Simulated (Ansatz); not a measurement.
# C2H5FGeO: up Jacob's ladder to CCSD(T)

How much do the methods differ for C2H5FGeO? The plan is to run it at one geometry with functionals of several rungs and with coupled cluster. The yardstick is the atomisation energy at the CCSD(T) limit.

Program: Ansatz 0.2.0, Gaussian basis. Level of theory: functionals in def2-TZVPP, the program's frozen cores in correlated methods. These are calculated values, not measurements.

Levels to be run: PBE-D4, r2SCAN-D4, PBE0-D4, B3LYP-D4, ωB97X-V, ωB97M-V, B2PLYP; CCSD(T)/def2-TZVPP; MP2/def2-QZVPP; extrapolation to the limit.

**1. The geometry**

All runs share one geometry, relaxed beforehand with PBE0-D4/def2-TZVP.

SMILES `F[CH2][GeH]1[CH2][O]1`, 10 atoms, charge 0, spin multiplicity 1.

Atoms are counted from 1 here; the program's logs count them from 0.

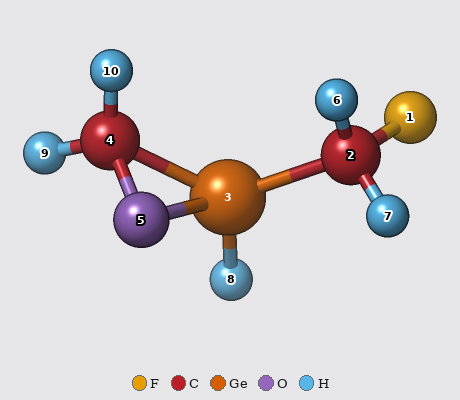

The geometry (fluorine amber, carbon red, germanium orange, oxygen purple, hydrogen blue); atoms are numbered from 1 in the order of the file.

**2. PBE-D4 (GGA)**

Contents of in.yaml:

```yaml
crystal:
  periodic: [false, false, false]
  atoms:
    - {symbol: F, position_ang: [-2.548001, 0.041316, 0.583075]}
    - {symbol: C, position_ang: [-1.337135, 0.710128, 0.575157]}
    - {symbol: Ge, position_ang: [-0.087063, -0.134087, -0.684912]}
    - {symbol: C, position_ang: [1.549593, -0.871774, -0.065169]}
    - {symbol: O, position_ang: [1.599484, 0.517257, -0.380752]}
    - {symbol: H, position_ang: [-0.904434, 0.681414, 1.577858]}
    - {symbol: H, position_ang: [-1.517088, 1.751007, 0.294418]}
    - {symbol: H, position_ang: [-0.467265, -0.119427, -2.165427]}
    - {symbol: H, position_ang: [2.132154, -1.515999, -0.724086]}
    - {symbol: H, position_ang: [1.662956, -1.110935, 0.992839]}
basis:
  gaussian: {orbitals: def2-TZVPP}
hamiltonian: {xc: pbe, dispersion: d4}
output: {forces: true, orbitals: {seedname: orbitals}}
```

Command:

```console
$ ansatz run in.yaml --threads 4 --pin off --events-out ev --progress --plain --max-ram 10444MiB
```

What it wrote (excerpt; [...] marks lines left out):

```text
Functional definition: PBE
  name "PBE"
  cite "Perdew, Burke & Ernzerhof, Phys. Rev. Lett. 77, 3865 (1996) doi:10.1103/PhysRevLett.77.3865"
  parent pbe
[...]
1320 factors; their error is unknown
[...]
mean field -63422.96931740 eV, -2330.7511327820 hartree, gradient 4.8e-5 eV, S^2 0.000000; 0 other end points of the search recorded, 0 dependent functions left out
[...]
reference -63422.96935858 eV, -2330.7511342953 hartree; 33, 33 occupied and 209, 209 virtual orbitals, 1320 factors
Total energy: -63423.15028060 eV, -2330.7577830567 hartree
Atom 0 at    -2.548001     0.041316     0.583075 Å, force    -0.564684    -0.307393     0.002873 eV/Å
Atom 1 at    -1.337135     0.710128     0.575157 Å, force     0.249847     0.180004     0.032563 eV/Å
Atom 2 at    -0.087063    -0.134087    -0.684912 Å, force    -0.575156    -0.234261    -0.163535 eV/Å
Atom 3 at     1.549593    -0.871774    -0.065169 Å, force     0.165704    -0.304102     0.112469 eV/Å
Atom 4 at     1.599484     0.517257    -0.380752 Å, force     0.512161     0.649352    -0.026508 eV/Å
Atom 5 at    -0.904434     0.681414     1.577858 Å, force     0.131763     0.006111     0.218931 eV/Å
Atom 6 at    -1.517088     1.751007     0.294418 Å, force    -0.015639     0.246108    -0.069905 eV/Å
Atom 7 at    -0.467265    -0.119427    -2.165427 Å, force    -0.023681     0.019062    -0.198754 eV/Å
Atom 8 at     2.132154    -1.515999    -0.724086 Å, force     0.115224    -0.173505    -0.150883 eV/Å
Atom 9 at     1.662956    -1.110935     0.992839 Å, force     0.004461    -0.081376     0.242749 eV/Å
Dipole moment:    -0.098434    -0.087030     0.029279 e Å
```

It took 2.7 s on 4 threads of Arm Neoverse V1, shared host; peak memory 0.31 GiB.

With the free atoms at this level, -63385.403 eV in sum, the atomisation energy is 3642.1 kJ/mol. HOMO -6.07 eV, LUMO -1.61 eV.

**3. r2SCAN-D4 (meta-GGA)**

in.yaml: that of step 2 with these lines changed.

```diff
@@ -15,3 +15,3 @@
   gaussian: {orbitals: def2-TZVPP}
-hamiltonian: {xc: pbe, dispersion: d4}
+hamiltonian: {xc: r2scan, dispersion: d4}
 output: {forces: true, orbitals: {seedname: orbitals}}
```

The command is unchanged.

What it wrote (excerpt; [...] marks lines left out):

```text
Functional definition: r2SCAN
  name "r2SCAN"
  cite "Furness, Kaplan, Ning, Perdew & Sun, J. Phys. Chem. Lett. 11, 8208 (2020) doi:10.1021/acs.jpclett.0c02405"
  cite "Furness, Kaplan, Ning, Perdew & Sun, J. Phys. Chem. Lett. 11, 9248 (2020) doi:10.1021/acs.jpclett.0c03077"
  parent r2scan
[...]
1320 factors; their error is unknown
[...]
mean field -63435.41301858 eV, -2331.2084303656 hartree, gradient 3.9e-5 eV, S^2 0.000000; 0 other end points of the search recorded, 0 dependent functions left out
[...]
reference -63435.41302979 eV, -2331.2084307775 hartree; 33, 33 occupied and 209, 209 virtual orbitals, 1320 factors
Total energy: -63435.45710208 eV, -2331.2100504041 hartree
Atom 0 at    -2.548001     0.041316     0.583075 Å, force    -0.287698    -0.160645    -0.006630 eV/Å
Atom 1 at    -1.337135     0.710128     0.575157 Å, force     0.278905     0.201366     0.034964 eV/Å
Atom 2 at    -0.087063    -0.134087    -0.684912 Å, force    -0.214416    -0.113054    -0.098791 eV/Å
Atom 3 at     1.549593    -0.871774    -0.065169 Å, force     0.091261    -0.270625     0.086173 eV/Å
Atom 4 at     1.599484     0.517257    -0.380752 Å, force     0.112531     0.302825    -0.042348 eV/Å
Atom 5 at    -0.904434     0.681414     1.577858 Å, force     0.007955    -0.000314     0.006169 eV/Å
Atom 6 at    -1.517088     1.751007     0.294418 Å, force    -0.007749     0.008069    -0.001207 eV/Å
Atom 7 at    -0.467265    -0.119427    -2.165427 Å, force     0.036038     0.026256     0.026923 eV/Å
Atom 8 at     2.132154    -1.515999    -0.724086 Å, force    -0.004193     0.001358    -0.012845 eV/Å
Atom 9 at     1.662956    -1.110935     0.992839 Å, force    -0.012634     0.004764     0.007593 eV/Å
Dipole moment:    -0.093642    -0.091089     0.027698 e Å
```

It took 5.5 s on 4 threads of Arm Neoverse V1, shared host; peak memory 0.33 GiB.

Atomisation energy: 3557.5 kJ/mol (free atoms -63398.586 eV, run apart). HOMO -6.30 eV, LUMO -1.43 eV.

**4. PBE0-D4 (hybrid)**

in.yaml: that of step 3 with these lines changed.

```diff
@@ -15,3 +15,3 @@
   gaussian: {orbitals: def2-TZVPP}
-hamiltonian: {xc: r2scan, dispersion: d4}
-output: {forces: true, orbitals: {seedname: orbitals}}
+hamiltonian: {xc: pbe0, dispersion: d4}
+output: {orbitals: {seedname: orbitals}}
```

Launched as before.

What it wrote:

```text
Functional definition: PBE0
  name "PBE0"
  cite "Adamo & Barone, J. Chem. Phys. 110, 6158 (1999) doi:10.1063/1.478522"
  cite "Perdew, Burke & Ernzerhof, Phys. Rev. Lett. 77, 3865 (1996) doi:10.1103/PhysRevLett.77.3865"
  parent pbe
  parameter a = 0.25
  parameter kappa = 0.804
  parameter beta = 0.06672455060314922
  exchange = (1 - a)*pbe_x(kappa = kappa, mu = beta*pi^2/3) + a*exact_x
  correlation = pbe_c(beta = beta)
1363 factors; their error is unknown
mean field evaluation 1: about -63415.7297 eV, gradient 6.5e1 eV
mean field evaluation 2: about -63389.8857 eV, gradient 1.3e2 eV
mean field evaluation 4: about -63424.1266 eV, gradient 8.5e0 eV
mean field evaluation 8: about -63424.2515 eV, gradient 1.9e-1 eV
mean field evaluation 16: about -63424.5270 eV, gradient 2.0e-4 eV
mean field -63424.52698279 eV, -2330.8083759292 hartree, gradient 5.6e-5 eV, S^2 0.000000; 0 other end points of the search recorded, 0 dependent functions left out
reference -63424.52701288 eV, -2330.8083770348 hartree; 33, 33 occupied and 209, 209 virtual orbitals, 1363 factors
Total energy: -63424.67917802 eV, -2330.8139690008 hartree
```

It took 3.4 s on 4 threads of Arm Neoverse V1, shared host; peak memory 0.63 GiB.

With the free atoms at this level, -63387.995 eV in sum, the atomisation energy is 3539.5 kJ/mol. HOMO -7.22 eV, LUMO -0.76 eV.

**5. B3LYP-D4 (hybrid)**

B3LYP here takes the VWN-RPA correlation.

in.yaml: that of step 4 with these lines changed.

```diff
@@ -15,3 +15,3 @@
   gaussian: {orbitals: def2-TZVPP}
-hamiltonian: {xc: pbe0, dispersion: d4}
-output: {orbitals: {seedname: orbitals}}
+hamiltonian: {xc: {name: B3LYP}, dispersion: d4}
+output: {forces: true, orbitals: {seedname: orbitals}}
```

Launched as before.

What it wrote (excerpt; [...] marks lines left out):

```text
Functional definition: B3LYP
  name "B3LYP"
  cite "Stephens, Devlin, Chabalowski & Frisch, J. Phys. Chem. 98, 11623 (1994) doi:10.1021/j100096a001"
  cite "Becke, Phys. Rev. A 38, 3098 (1988) doi:10.1103/PhysRevA.38.3098"
  cite "Lee, Yang & Parr, Phys. Rev. B 37, 785 (1988) doi:10.1103/PhysRevB.37.785"
  cite "Vosko, Wilk & Nusair, Can. J. Phys. 58, 1200 (1980) doi:10.1139/p80-159"
[...]
1351 factors; their error is unknown
[...]
mean field -63440.36867084 eV, -2331.3905472269 hartree, gradient 2.9e-5 eV, S^2 0.000000; 0 other end points of the search recorded, 0 dependent functions left out
[...]
reference -63440.36894231 eV, -2331.3905572032 hartree; 33, 33 occupied and 209, 209 virtual orbitals, 1351 factors
Total energy: -63440.66083691 eV, -2331.4012841321 hartree
Atom 0 at    -2.548001     0.041316     0.583075 Å, force    -0.363331    -0.196323     0.005674 eV/Å
Atom 1 at    -1.337135     0.710128     0.575157 Å, force     0.258984     0.342672     0.155736 eV/Å
Atom 2 at    -0.087063    -0.134087    -0.684912 Å, force    -0.337034    -0.112467    -0.234576 eV/Å
Atom 3 at     1.549593    -0.871774    -0.065169 Å, force     0.246782    -0.384162     0.154785 eV/Å
Atom 4 at     1.599484     0.517257    -0.380752 Å, force     0.248112     0.347186    -0.014735 eV/Å
Atom 5 at    -0.904434     0.681414     1.577858 Å, force    -0.032465     0.011341    -0.060944 eV/Å
Atom 6 at    -1.517088     1.751007     0.294418 Å, force     0.009267    -0.060926     0.025943 eV/Å
Atom 7 at    -0.467265    -0.119427    -2.165427 Å, force    -0.000001     0.013896    -0.014669 eV/Å
Atom 8 at     2.132154    -1.515999    -0.724086 Å, force    -0.032439     0.034506     0.056471 eV/Å
Atom 9 at     1.662956    -1.110935     0.992839 Å, force     0.002125     0.004278    -0.073685 eV/Å
Dipole moment:    -0.109898    -0.107304     0.019945 e Å
```

It took 5 s on 4 threads of Arm Neoverse V1, shared host; peak memory 0.68 GiB.

With the free atoms at this level, -63404.198 eV in sum, the atomisation energy is 3518.2 kJ/mol. HOMO -7.03 eV, LUMO -1.03 eV.

**6. ωB97X-V (range-separated)**

in.yaml: that of step 5 with these lines changed.

```diff
@@ -15,3 +15,3 @@
   gaussian: {orbitals: def2-TZVPP}
-hamiltonian: {xc: {name: B3LYP}, dispersion: d4}
-output: {forces: true, orbitals: {seedname: orbitals}}
+hamiltonian: {xc: {name: wB97X-V}}
+output: {orbitals: {seedname: orbitals}}
```

Launched as before.

What it wrote (excerpt; [...] marks lines left out):

```text
Functional definition: wB97X-V
  name "wB97X-V"
  cite "Mardirossian & Head-Gordon, Phys. Chem. Chem. Phys. 16, 9904 (2014) doi:10.1039/C3CP54374A"
  cite "Becke, J. Chem. Phys. 107, 8554 (1997) doi:10.1063/1.475007"
  cite "Vydrov & Van Voorhis, J. Chem. Phys. 133, 244103 (2010) doi:10.1063/1.3521275"
[...]
      + integral(e_c_pw_opposite_spin*poly(b97_u_opposite, cos0, cos1)) + vv10(b, c)
1351 factors; their error is unknown
297 factors; integrals over basis functions are off by at most 7.7e-6 eV
[...]
mean field -63431.60929579 eV, -2331.0686461313 hartree, gradient 4.4e-5 eV, S^2 0.000000; 0 other end points of the search recorded, 0 dependent functions left out
reference -63431.60929393 eV, -2331.0686460630 hartree; 33, 33 occupied and 209, 209 virtual orbitals, 1351 factors
Total energy: -63431.60929393 eV, -2331.0686460630 hartree
```

It took 8.5 s on 4 threads of Arm Neoverse V1, shared host; peak memory 0.77 GiB.

Atomisation energy: 3549.3 kJ/mol (free atoms -63394.823 eV, run apart). HOMO -9.49 eV, LUMO 1.28 eV.

**7. ωB97M-V (range-separated)**

in.yaml: that of step 6 with these lines changed.

```diff
@@ -15,3 +15,3 @@
   gaussian: {orbitals: def2-TZVPP}
-hamiltonian: {xc: {name: wB97X-V}}
-output: {orbitals: {seedname: orbitals}}
+hamiltonian: {xc: {name: wB97M-V}}
+output: {forces: true, orbitals: {seedname: orbitals}}
```

Launched as before.

What it wrote (excerpt; [...] marks lines left out):

```text
Functional definition: wB97M-V
  name "wB97M-V"
  cite "Mardirossian & Head-Gordon, J. Chem. Phys. 144, 214110 (2016) doi:10.1063/1.4952647"
  cite "Becke, J. Chem. Phys. 107, 8554 (1997) doi:10.1063/1.475007"
  cite "Vydrov & Van Voorhis, J. Chem. Phys. 133, 244103 (2010) doi:10.1063/1.3521275"
  # Of w^i u^j: cxij and so on, Table III.
[...]
  gx(w, u) = 1 - cx + cx01*u + cx10*w
  gss(w, u) = css00 + css04*u^4 + css10*w + css20*w^2 + css43*w^4*u^3
  gos(w, u) = cos00 + cos10*w + (cos20 + cos21*u)*w^2 + (cos60 + cos61*u)*w^6
[...]
      + integral(e_c_pw_mod_opposite_spin*gos(b97_w_opposite, b97_u_opposite)) + vv10(b, c)
1348 factors; their error is unknown
297 factors; integrals over basis functions are off by at most 7.7e-6 eV
[...]
Atom 0 at    -2.548001     0.041316     0.583075 Å, force    -0.250263    -0.153629    -0.009268 eV/Å
Atom 1 at    -1.337135     0.710128     0.575157 Å, force     0.323970     0.196818     0.018154 eV/Å
Atom 2 at    -0.087063    -0.134087    -0.684912 Å, force    -0.019128     0.056730    -0.091328 eV/Å
Atom 3 at     1.549593    -0.871774    -0.065169 Å, force    -0.003088    -0.332236     0.082989 eV/Å
Atom 4 at     1.599484     0.517257    -0.380752 Å, force    -0.004276     0.217835    -0.046389 eV/Å
Atom 5 at    -0.904434     0.681414     1.577858 Å, force    -0.041235     0.015833    -0.089574 eV/Å
Atom 6 at    -1.517088     1.751007     0.294418 Å, force     0.025020    -0.096262     0.037128 eV/Å
Atom 7 at    -0.467265    -0.119427    -2.165427 Å, force     0.017236    -0.013287     0.134359 eV/Å
Atom 8 at     2.132154    -1.515999    -0.724086 Å, force    -0.050578     0.076115     0.075987 eV/Å
Atom 9 at     1.662956    -1.110935     0.992839 Å, force     0.002340     0.032083    -0.112057 eV/Å
Dipole moment:    -0.127587    -0.112067     0.011089 e Å
```

It took 13 s on 4 threads of Arm Neoverse V1, shared host; peak memory 0.87 GiB.

With the free atoms at this level, -63396.861 eV in sum, the atomisation energy is 3532.2 kJ/mol. HOMO -9.40 eV, LUMO 1.10 eV.

**8. B2PLYP (double hybrid)**

in.yaml: that of step 7 with these lines changed.

```diff
@@ -15,3 +15,2 @@
   gaussian: {orbitals: def2-TZVPP}
-hamiltonian: {xc: {name: wB97M-V}}
-output: {forces: true, orbitals: {seedname: orbitals}}
+hamiltonian: {xc: {name: B2PLYP}}
```

The command is unchanged.

What it wrote (excerpt; [...] marks lines left out):

```text
Functional definition: B2PLYP
  name "B2PLYP"
  cite "Grimme, J. Chem. Phys. 124, 034108 (2006) doi:10.1063/1.2148954"
  cite "Becke, Phys. Rev. A 38, 3098 (1988) doi:10.1103/PhysRevA.38.3098"
  cite "Lee, Yang & Parr, Phys. Rev. B 37, 785 (1988) doi:10.1103/PhysRevB.37.785"
[...]
1495 factors; integrals over basis functions are off by at most 1.2e-3 eV
[...]
mean field -63414.64714146 eV, -2330.4452984571 hartree, gradient 5.4e-6 eV, S^2 0.000000; 0 other end points of the search recorded, 0 dependent functions left out
13 core orbitals not correlated: weight in the atoms' cores, before any rotation towards them, 1.000 or more for the frozen orbitals, at most 0.000 for the correlated occupied ones
reference -63414.64731181 eV, -2330.4453047171 hartree; 20, 20 occupied and 209, 209 virtual orbitals, 1495 factors
second order -35.64373736 eV of doubles, -0.00000000 eV of singles
Total energy: -63424.27112089 eV, -2330.7989731778 hartree
```

Run time: 6 s. Hardware: 4 threads of Arm Neoverse V1, shared host; peak memory 0.65 GiB.

With the free atoms at this level, -63388.054 eV in sum, the atomisation energy is 3494.4 kJ/mol.

**9. Orbital energies across the functionals**

Dipoles come from the runs that computed forces. Levels are read from the orbital files that the runs wrote:

```tsv
functional	HOMO (eV)	LUMO (eV)	gap (eV)	dipole (D)
PBE-D4	-6.07	-1.61	4.46	0.65
r2SCAN-D4	-6.30	-1.43	4.87	0.64
PBE0-D4	-7.22	-0.76	6.45	
B3LYP-D4	-7.03	-1.03	5.99	0.74
ωB97X-V	-9.49	1.28	10.77	
ωB97M-V	-9.40	1.10	10.50	0.82
```

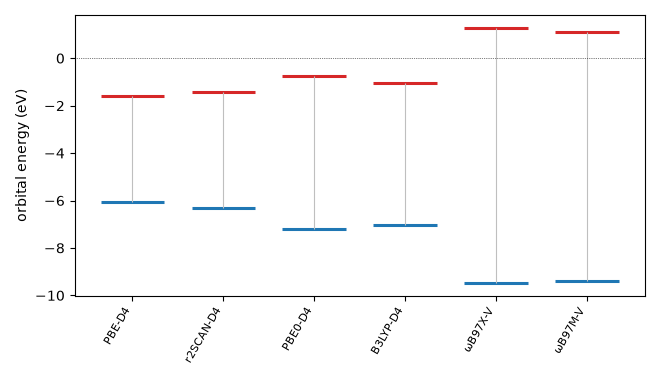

Highest occupied (blue) and lowest empty (red) level by functional.

**10. CCSD(T) in def2-TZVPP**

in.yaml: that of step 8 with these lines changed.

```diff
@@ -15,2 +15,2 @@
   gaussian: {orbitals: def2-TZVPP}
-hamiltonian: {xc: {name: B2PLYP}}
+correlation: {method: ccsd_t}
```

Same command.

What it wrote (excerpt; [...] marks lines left out):

```text
Functional definition: HF
  name "HF"
  cite "Fock, Z. Phys. 61, 126 (1930) doi:10.1007/BF01340294"
  parent pbe
[...]
1495 factors; integrals over basis functions are off by at most 1.2e-3 eV
[...]
mean field -63357.67279410 eV, -2328.3515298100 hartree, gradient 1.6e-6 eV, S^2 0.000000; 0 other end points of the search recorded, 0 dependent functions left out
13 core orbitals not correlated: weight in the atoms' cores, before any rotation towards them, 1.000 or more for the frozen orbitals, at most 0.000 for the correlated occupied ones
reference -63357.67279410 eV, -2328.3515298100 hartree; 20, 20 occupied and 209, 209 virtual orbitals, 1495 factors
second order -29.41218198 eV of doubles, -0.00000000 eV of singles
cycle   1  -28.99229776 eV  change    4.2e-1 eV  update   1.3e-1
[...]
cycle  10  -29.93948005 eV  change   -1.2e-5 eV  update   2.0e-5
perturbative correction -1.17778749 eV, -0.0432828919 hartree
Total energy: -63388.79006163 eV, -2329.4950682999 hartree
```

Wall time 4.2 min (4 threads of Arm Neoverse V1, shared host); peak memory 5.1 GiB.

**11. MP2 in def2-QZVPP**

in.yaml: that of step 10 with these lines changed.

```diff
@@ -14,3 +14,3 @@
 basis:
-  gaussian: {orbitals: def2-TZVPP}
-correlation: {method: ccsd_t}
+  gaussian: {orbitals: "def2-QZVPP.json"}
+correlation: {method: mp2}
```

Same command.

What it wrote:

```text
Functional definition: HF
  name "HF"
  cite "Fock, Z. Phys. 61, 126 (1930) doi:10.1007/BF01340294"
  parent pbe
  exchange = exact_x
  correlation = 0
2906 factors; integrals over basis functions are off by at most 8.6e-4 eV
mean field evaluation 1: about -63354.7783 eV, gradient 4.4e1 eV
mean field evaluation 2: about -63354.9208 eV, gradient 4.4e1 eV
mean field evaluation 4: about -63359.0567 eV, gradient 5.0e0 eV
mean field evaluation 8: about -63359.1331 eV, gradient 4.5e-1 eV
mean field -63359.13385392 eV, -2328.4052227680 hartree, gradient 1.6e-6 eV, S^2 0.000000; 0 other end points of the search recorded, 0 dependent functions left out
13 core orbitals not correlated: weight in the atoms' cores, before any rotation towards them, 1.000 or more for the frozen orbitals, at most 0.000 for the correlated occupied ones
reference -63359.13385392 eV, -2328.4052227680 hartree; 20, 20 occupied and 434, 434 virtual orbitals, 2906 factors
second order -38.36444340 eV of doubles, -0.00000000 eV of singles
Total energy: -63397.49829732 eV, -2329.8150900588 hartree
```

Wall time 26 s (4 threads of Arm Neoverse V1, shared host); peak memory 2.8 GiB.

The pieces so far (eV):

```tsv
basis	HF	MP2 correlation	CCSD correlation	(T)	total
def2-TZVPP	-63357.6728	-29.4122	-29.9395	-1.1778	-63388.7901
def2-QZVPP	-63359.1339	-38.3644			-63397.4983 (MP2)
```

The report of the def2-TZVPP run gives T1 = 0.0137.

**12. From triple and quadruple zeta to the limit**

This step is arithmetic on the last runs, with X = 3 and 4: exp(−7.88√X) for Hartree-Fock, X^−2.97 for correlation; only MP2 was run in the larger set, so CCSD(T) minus MP2 is added from the smaller one.

```tsv
level	energy at the limit (eV)
HF	-63359.3351
MP2	-63404.3308
CCSD	-63404.8581
CCSD(T)	-63406.0359
```

This is no true limit for total energies: MP2 correlation changes by a factor of 1.30 from triple to quadruple zeta (about 1.07 in light molecules), because outer-core shells are correlated in sets not made for them. Much of that cancels between molecule and atoms or ions.

**13. All levels against the reference**

Atomisation energy = energies of 1 F, 2 C, 1 Ge, 1 O, 5 H (separate runs, same level) minus the molecule's; electronic only, no spin-orbit term.

Differences are taken before rounding.

```tsv
method	rung	atoms, summed (eV)	atomisation energy (kJ/mol)	from CCSD(T)/CBS (kJ/mol)	time
PBE-D4	GGA	-63385.403	3642.1	+93.4	2.7 s
r2SCAN-D4	meta-GGA	-63398.586	3557.5	+8.8	5.5 s
PBE0-D4	hybrid	-63387.995	3539.5	-9.3	3.4 s
B3LYP-D4	hybrid	-63404.198	3518.2	-30.6	5 s
ωB97X-V	range-separated	-63394.823	3549.3	+0.6	8.5 s
ωB97M-V	range-separated	-63396.861	3532.2	-16.5	13 s
B2PLYP	double hybrid	-63388.054	3494.4	-54.3	6 s
HF/def2-TZVPP	wavefunction	-63332.663	2413.1	-1135.6	
MP2/def2-TZVPP	wavefunction	-63350.454	3534.3	-14.4	
CCSD/def2-TZVPP	wavefunction	-63352.526	3385.3	-163.4	
CCSD(T)/def2-TZVPP	wavefunction	-63352.980	3455.1	-93.6	4.2 min
MP2/CBS	wavefunction	-63366.730	3627.9	+79.2	
CCSD(T)/CBS	wavefunction	-63369.256	3548.7	0	4.6 min
```

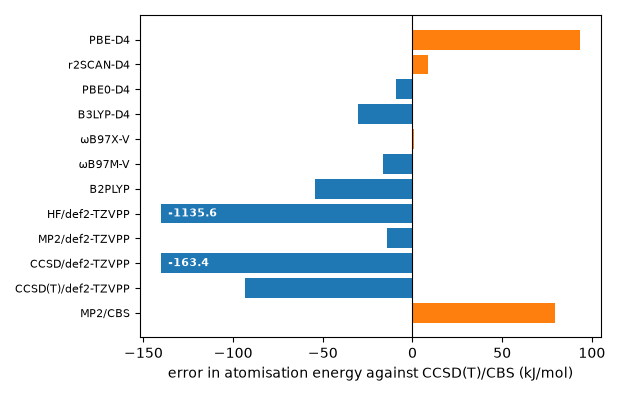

Error of each method against CCSD(T)/CBS. Bars with a number in them are cut short.

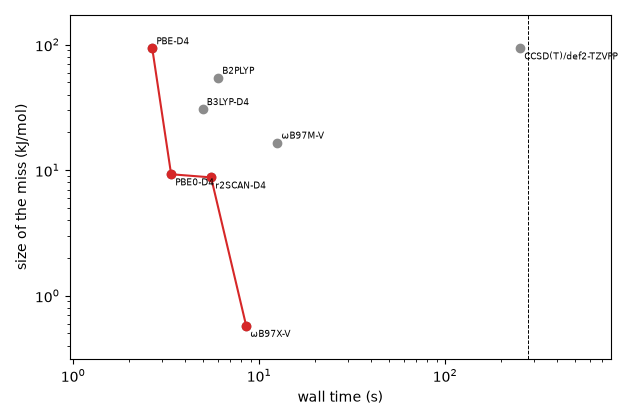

Miss against cost. Red marks the levels, quicker than the yardstick, that no quicker level beats, and the dashed line is the time of CCSD(T)/CBS. Times are from a shared host.

B2PLYP carry no dispersion term (for B3LYP, D4 adds 28.2 kJ/mol).

Times are those of the molecule's run; HF, MP2 and CCSD come out of the CCSD(T) runs, and the limit's time is the sum of the runs that it needs.

**14. Outcome**

```
                               quantity                                           value
        atomisation energy, CCSD(T)/CBS                                   3548.7 kJ/mol
 functionals within 35.5 kJ/mol (1.0 %)  r2SCAN-D4, PBE0-D4, B3LYP-D4, ωB97X-V, ωB97M-V
                               farthest                           PBE-D4 (+93.4 kJ/mol)
             mean size of error, hybrid                                     19.9 kJ/mol
    mean size of error, range-separated                                      8.6 kJ/mol
              gap, smallest and largest            4.46 eV (PBE-D4), 10.77 eV (ωB97X-V)
                          T1 diagnostic                                          0.0137
triples share of the correlation energy                                           3.8 %
```

In words: PBE-D4 is off by +93.4 kJ/mol, about 9.3 kJ/mol a bond. Double hybrids carry the basis error of their MP2 part in triple zeta, and no dispersion term here, so their miss is partly the set-up's. Misses under about 35.5 kJ/mol are within the doubt on the reference itself, which lacks core-valence correlation, relativity and higher excitations, and its outer-core shells are covered unevenly. Hartree-Fock recovers 68 % of the binding; the rest is correlation. The gap grows from 4.5 to 10.8 eV across the functionals, mostly with the share of exact exchange. Correlated methods include outer-core shells of Ge, which these sets cover unevenly.

ωB97X-V reaches 0.6 kJ/mol from the reference in 8.5 s, where CCSD(T)/CBS took 4.6 min; of this table's levels given a time the quickest, PBE-D4, takes 2.7 s and misses by 93.4 kJ/mol.
